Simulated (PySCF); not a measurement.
## Property calculation, with input and output: B2H4Cl (charge −1)

System: B2H4Cl, charge −1.
Method: HCTH147/cc-pV(T+d)Z, RKS (PySCF 2.14.0).

The geometry was optimised with OLYP/6-31G.

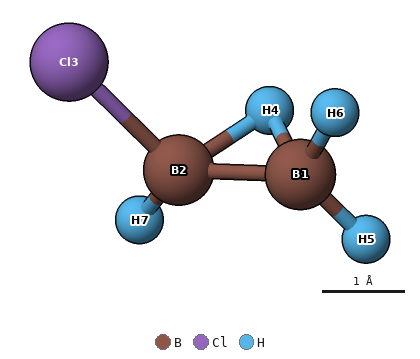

The input geometry (ball-and-stick view, seen at a tilt; atoms are numbered from 1 in the order of the input).

### Key numbers

```tsv
quantity	value
outcome	converged
total energy	−512.480241 hartree
basis functions	155
HOMO	−0.37 eV
LUMO	4.61 eV
hardware	1 thread of AMD EPYC (Zen 3), 189 GiB of memory available, shared host
wall time	33 s
peak memory	0.53 GiB
```

### Remarks

The record of the run, not the program, notes: dipole of an ion depends on the origin.

### The input (calc.py)
```python
# [BH3-]BCl
import numpy
from pyscf import gto, scf, dft, lo

mol = gto.M(
    atom='''
B   -0.577599   0.740596   0.073514
B    0.691971  -0.235842  -0.044511
Cl   1.215274  -1.475540   1.396679
H   -0.633612  -0.573388  -0.423786
H   -0.889913   1.422210  -0.892509
H   -1.315243   0.794974   1.039756
H    1.407802  -0.464208  -0.994755
''',
    basis='cc-pv(t+d)z',
    spin=0,
    max_memory=1860,
    charge=-1,
    verbose=3,
)

mf = dft.RKS(mol)
mf.xc = 'hcth147'
mf = mf.density_fit(auxbasis='cc-pvdz-jkfit')
mf.kernel()

e_final = mf.e_tot
print('Final energy', e_final)
mf.analyze()
quad = mf.quad_moment()
occ = mf.mo_coeff[:, mf.mo_occ > 0]
iaos = lo.vec_lowdin(lo.iao.iao(mol, occ), mf.get_ovlp())
c = iaos.T @ mf.get_ovlp() @ occ
pop_iao, q_iao = scf.hf.mulliken_pop(lo.iao.reference_mol(mol), (c * mf.mo_occ[mf.mo_occ > 0]) @ c.T, numpy.eye(c.shape[0]), verbose=0)
print('IAO charges', numpy.round(q_iao, 4))
```

Launched with:
```bash
OMP_NUM_THREADS=1 python calc.py
```

### The program's output
```
converged SCF energy = -512.480240602095
Final energy -512.4802406020948
**** MO energy ****
MO #1   energy= -100.407965406803  occ= 2
MO #2   energy= -9.01404834071285  occ= 2
MO #3   energy= -6.84036442150433  occ= 2
MO #4   energy= -6.83502265607932  occ= 2
MO #5   energy= -6.83428643815844  occ= 2
MO #6   energy= -6.33825575436088  occ= 2
MO #7   energy= -6.28510203890925  occ= 2
MO #8   energy= -0.53138615154692  occ= 2
MO #9   energy= -0.323453628225447 occ= 2
MO #10  energy= -0.202972767035501 occ= 2
MO #11  energy= -0.138593115840057 occ= 2
MO #12  energy= -0.135192610910485 occ= 2
MO #13  energy= -0.0912743421164978 occ= 2
MO #14  energy= -0.0837897832721521 occ= 2
MO #15  energy= -0.0687561241009913 occ= 2
MO #16  energy= -0.0135108917327003 occ= 2
MO #17  energy= 0.169363889084364  occ= 0
MO #18  energy= 0.200084644994917  occ= 0
MO #19  energy= 0.22401552618249   occ= 0
MO #20  energy= 0.226700267843569  occ= 0
MO #21  energy= 0.25557796462993   occ= 0
MO #22  energy= 0.283680100504233  occ= 0
MO #23  energy= 0.295841135290683  occ= 0
MO #24  energy= 0.313749293462969  occ= 0
MO #25  energy= 0.334059980833129  occ= 0
MO #26  energy= 0.343349674715246  occ= 0
MO #27  energy= 0.383593708295356  occ= 0
MO #28  energy= 0.400764180707624  occ= 0
MO #29  energy= 0.443445973803223  occ= 0
MO #30  energy= 0.463677688039239  occ= 0
MO #31  energy= 0.469393291901391  occ= 0
MO #32  energy= 0.477267987330597  occ= 0
MO #33  energy= 0.496050232758201  occ= 0
MO #34  energy= 0.51316138449476   occ= 0
MO #35  energy= 0.520420848125029  occ= 0
MO #36  energy= 0.535221814407938  occ= 0
MO #37  energy= 0.565610539673299  occ= 0
MO #38  energy= 0.583192242405102  occ= 0
MO #39  energy= 0.587148034399332  occ= 0
MO #40  energy= 0.613622685163831  occ= 0
MO #41  energy= 0.61744660352659   occ= 0
MO #42  energy= 0.66206724231755   occ= 0
MO #43  energy= 0.689566215665877  occ= 0
MO #44  energy= 0.732032387466612  occ= 0
MO #45  energy= 0.778281439953282  occ= 0
MO #46  energy= 0.799358201031479  occ= 0
MO #47  energy= 0.836916831546143  occ= 0
MO #48  energy= 0.850652983143338  occ= 0
MO #49  energy= 0.866458041364956  occ= 0
MO #50  energy= 0.884582015148361  occ= 0
MO #51  energy= 0.968073818067854  occ= 0
MO #52  energy= 0.998129806699287  occ= 0
MO #53  energy= 1.03932500125424   occ= 0
MO #54  energy= 1.05928493554095   occ= 0
MO #55  energy= 1.0790801078444    occ= 0
MO #56  energy= 1.12486335425135   occ= 0
MO #57  energy= 1.20576070111921   occ= 0
MO #58  energy= 1.22230977225826   occ= 0
MO #59  energy= 1.24384768313243   occ= 0
MO #60  energy= 1.29359674370182   occ= 0
MO #61  energy= 1.32798717694873   occ= 0
MO #62  energy= 1.34678413779126   occ= 0
MO #63  energy= 1.41088394140605   occ= 0
MO #64  energy= 1.49401543301681   occ= 0
MO #65  energy= 1.51814050289333   occ= 0
MO #66  energy= 1.5339662988589    occ= 0
MO #67  energy= 1.55002890956127   occ= 0
MO #68  energy= 1.64627845681868   occ= 0
MO #69  energy= 1.69256849727194   occ= 0
MO #70  energy= 1.74801012694084   occ= 0
MO #71  energy= 1.77209453550098   occ= 0
MO #72  energy= 1.78746352293581   occ= 0
MO #73  energy= 1.8022621427238    occ= 0
MO #74  energy= 1.83944913725368   occ= 0
MO #75  energy= 1.85804437145443   occ= 0
MO #76  energy= 1.87120485314333   occ= 0
MO #77  energy= 1.88099559348838   occ= 0
MO #78  energy= 1.89728885462088   occ= 0
MO #79  energy= 1.94075449595321   occ= 0
MO #80  energy= 1.95603107845324   occ= 0
MO #81  energy= 1.99474909836365   occ= 0
MO #82  energy= 2.00893385238875   occ= 0
MO #83  energy= 2.01835295430423   occ= 0
MO #84  energy= 2.04001604212417   occ= 0
MO #85  energy= 2.05946918049105   occ= 0
MO #86  energy= 2.09221784065081   occ= 0
MO #87  energy= 2.12585408619356   occ= 0
MO #88  energy= 2.17122225991747   occ= 0
MO #89  energy= 2.17538306190857   occ= 0
MO #90  energy= 2.19373730429246   occ= 0
MO #91  energy= 2.22333984348062   occ= 0
MO #92  energy= 2.23137874434047   occ= 0
MO #93  energy= 2.25200268582663   occ= 0
MO #94  energy= 2.26268757847132   occ= 0
MO #95  energy= 2.33007632780357   occ= 0
MO #96  energy= 2.36875248552456   occ= 0
MO #97  energy= 2.37444445117767   occ= 0
MO #98  energy= 2.41720344552982   occ= 0
MO #99  energy= 2.46339922743716   occ= 0
MO #100 energy= 2.49438850052353   occ= 0
MO #101 energy= 2.50517431513659   occ= 0
MO #102 energy= 2.55164883023968   occ= 0
MO #103 energy= 2.63041403367831   occ= 0
MO #104 energy= 2.70485542824411   occ= 0
MO #105 energy= 2.7598179539208    occ= 0
MO #106 energy= 2.80864778490477   occ= 0
MO #107 energy= 2.85533555549021   occ= 0
MO #108 energy= 2.9496916541407    occ= 0
MO #109 energy= 2.99742525304204   occ= 0
MO #110 energy= 3.05365238614294   occ= 0
MO #111 energy= 3.12651430857534   occ= 0
MO #112 energy= 3.16364434373604   occ= 0
MO #113 energy= 3.23579693700737   occ= 0
MO #114 energy= 3.39253543262996   occ= 0
MO #115 energy= 3.43547358579324   occ= 0
MO #116 energy= 3.56107491346635   occ= 0
MO #117 energy= 3.63060383775295   occ= 0
MO #118 energy= 3.67632242063676   occ= 0
MO #119 energy= 3.70790985887411   occ= 0
MO #120 energy= 3.79442094938598   occ= 0
MO #121 energy= 3.82525207205302   occ= 0
MO #122 energy= 3.91785377988838   occ= 0
MO #123 energy= 3.95007345856337   occ= 0
MO #124 energy= 3.9911897656304    occ= 0
MO #125 energy= 4.02434266787943   occ= 0
MO #126 energy= 4.05957757121107   occ= 0
MO #127 energy= 4.13490779621762   occ= 0
MO #128 energy= 4.16611808320401   occ= 0
MO #129 energy= 4.19592654434786   occ= 0
MO #130 energy= 4.21594480911472   occ= 0
MO #131 energy= 4.27729264166933   occ= 0
MO #132 energy= 4.2989431827887    occ= 0
MO #133 energy= 4.44200844717131   occ= 0
MO #134 energy= 4.46187002778998   occ= 0
MO #135 energy= 4.49587702530319   occ= 0
MO #136 energy= 4.5427085283968    occ= 0
MO #137 energy= 4.5602680794432    occ= 0
MO #138 energy= 4.64905611824988   occ= 0
MO #139 energy= 4.68155046824547   occ= 0
MO #140 energy= 4.70750320888067   occ= 0
MO #141 energy= 4.85714691070733   occ= 0
MO #142 energy= 4.87254278825749   occ= 0
MO #143 energy= 4.98375840694997   occ= 0
MO #144 energy= 5.0437337484706    occ= 0
MO #145 energy= 5.07547333458548   occ= 0
MO #146 energy= 5.10427078658708   occ= 0
MO #147 energy= 5.28260229841521   occ= 0
MO #148 energy= 5.41594650095472   occ= 0
MO #149 energy= 8.08005605898732   occ= 0
MO #150 energy= 8.09141683748257   occ= 0
MO #151 energy= 8.16758452982204   occ= 0
MO #152 energy= 8.22444324574253   occ= 0
MO #153 energy= 8.26651398186592   occ= 0
MO #154 energy= 8.43352408821882   occ= 0
MO #155 energy= 10.420206799536    occ= 0
 ** Mulliken atomic charges  **
charge of    0B =     -0.46508
charge of    1B =     -0.18787
charge of    2Cl =     -0.37147
charge of    3H =      0.10926
charge of    4H =     -0.02941
charge of    5H =     -0.02756
charge of    6H =     -0.02787

WARN: System has nonzero charge -1; the dipole moment is origin-dependent.
Location of origin: [0. 0. 0.]

Dipole moment(X, Y, Z, Debye): -1.48989,  0.89451, -2.31648
Traceless quadrupole moment (Debye*A):

IAO charges [-0.4731 -0.2014 -0.3581  0.1169 -0.0288 -0.0268 -0.0287]
```

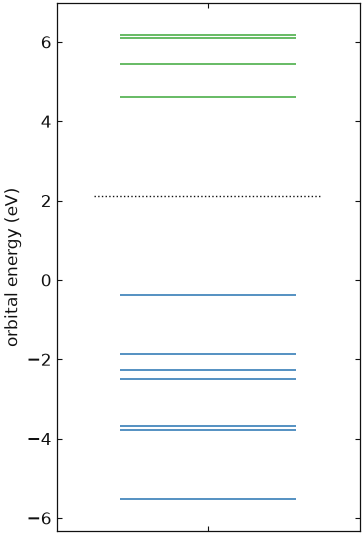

Orbital energies near the frontier; the dotted line parts filled from empty levels, and levels within 0.02 eV of each other stand side by side. Highest filled −0.37 eV, lowest empty 4.61 eV, 4.98 eV apart.
